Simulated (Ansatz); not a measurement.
## Electronic structure of C₂H₆S₂ (SMILES CCSS) in real space

```tsv
atom	x (Å)	y (Å)	z (Å)
C	0.3060	-0.2201	-0.6288
C	0.6274	1.0790	-1.3493
S	-0.3264	1.3470	-2.8985
S	-2.2817	1.5757	-2.1918
H	-0.7483	-0.2343	-0.3111
H	0.9296	-0.3269	0.2741
H	0.4830	-1.0905	-1.2793
H	1.6735	1.1000	-1.7004
H	0.4801	1.9548	-0.6990
H	-2.6676	0.2734	-2.2241
```

Geometry: B3LYP-D3(BJ)/def2-SVP.

The calculation used Ansatz, isolated molecule in a Gaussian basis; Kohn-Sham density functional theory, functional PBE0.

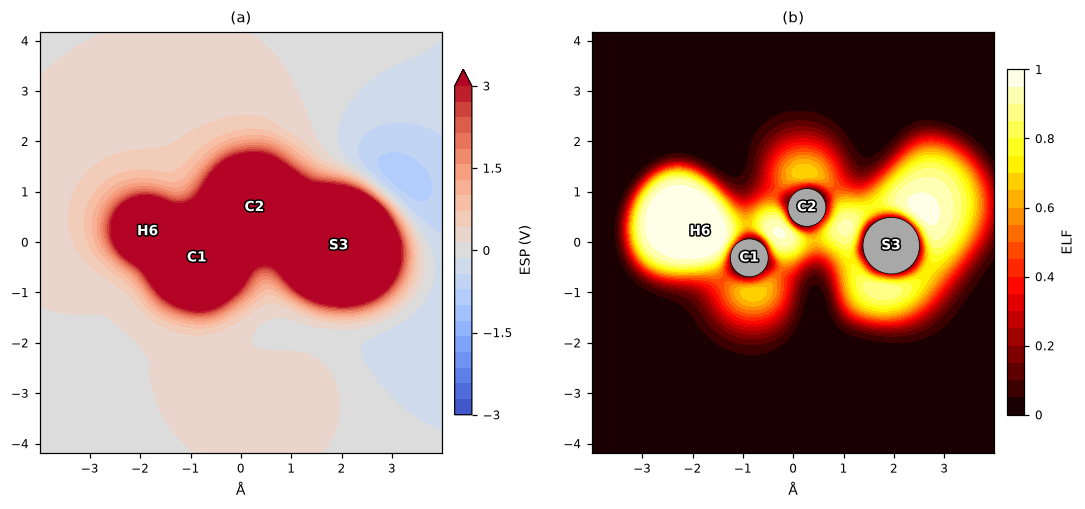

Figure 1. (a) molecular electrostatic potential; (b) electron localisation function on the plane of atoms C1, C2 and S3. Grey discs cover the atomic cores in the ELF map.

Q: Interpret the plot.

A: The section cuts through C, S and H sites.
C–C (1.52 Å): the ELF peaks at about 0.95 between the atoms (localised, covalent bonding).
C–S (1.84 Å): the ELF peaks at about 0.90 between the atoms; a shared electron pair.
C–H (1.10 Å): the ELF climbs to about 1 towards the hydrogen, as it does in any bond to H (a covalent bond by its length).
The ELF also peaks beside S3, away from the bonds: lone-pair regions.
Outside the dense part of the molecule the potential is most negative (−0.9 V) near S3.

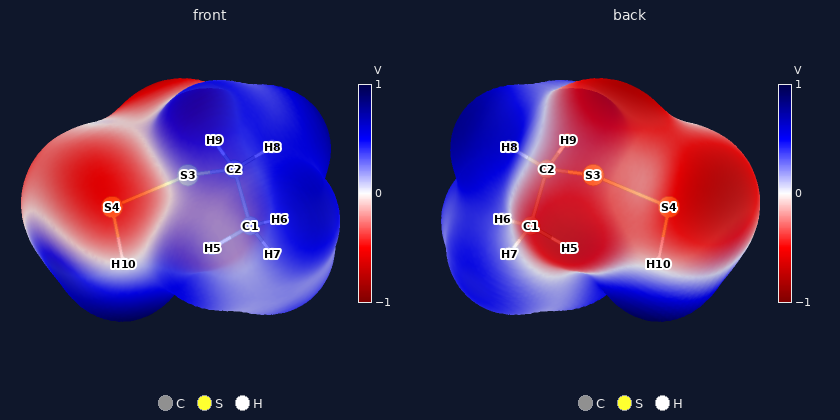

Figure 2. The molecular electrostatic potential painted on the density surface at 0.001 e/bohr³, seen from the front and from behind; red is negative and blue positive.

Q: Where is the surface potential most negative and most positive?

A: The most negative region (about −0.7 V) lies over S3 and S4, the most positive (about +0.9 V) over H10.

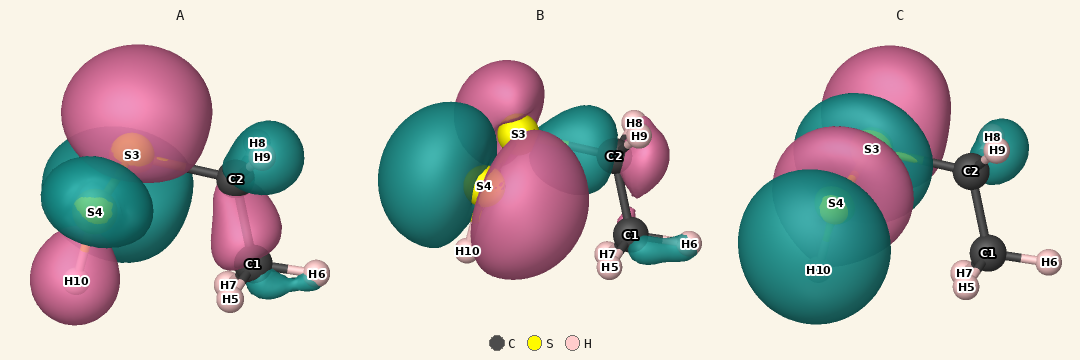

Figure 3. Three frontier orbitals at ±0.08 Å⁻³ᐟ² (teal and pink are the two phases), in no order.

Q: Which picture is the HOMO−1, the HOMO and the LUMO?

A: B is the HOMO−1 (−7.36 eV). By Hirshfeld shares it lies mainly on S4 (about 75 %), S3 (about 15 %) and C2 (about 5 %); largely a lone pair of S4. A is the HOMO (−6.99 eV). Its weight (Hirshfeld) is mainly on S3 (about 75 %) and S4 (about 10 %); largely a lone pair of S3. C is the LUMO (−0.99 eV). It lies mainly on S4 (about 45 %), S3 (about 40 %) and H10 (about 5 %).

Q: What is the HOMO–LUMO gap?

A: 6.00 eV between the orbital energies.

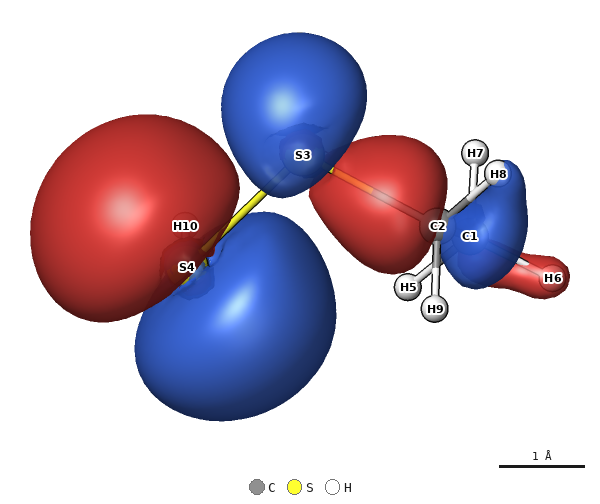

Figure 4. The HOMO−1 at ±0.08 Å⁻³ᐟ² (red and blue are the two phases), seen from one side.

Q: What is the character of this orbital?

A: By Hirshfeld shares it lies mainly on S4 (about 75 %), S3 (about 15 %) and C2 (about 5 %); largely a lone pair of S4. Its energy is −7.36 eV.
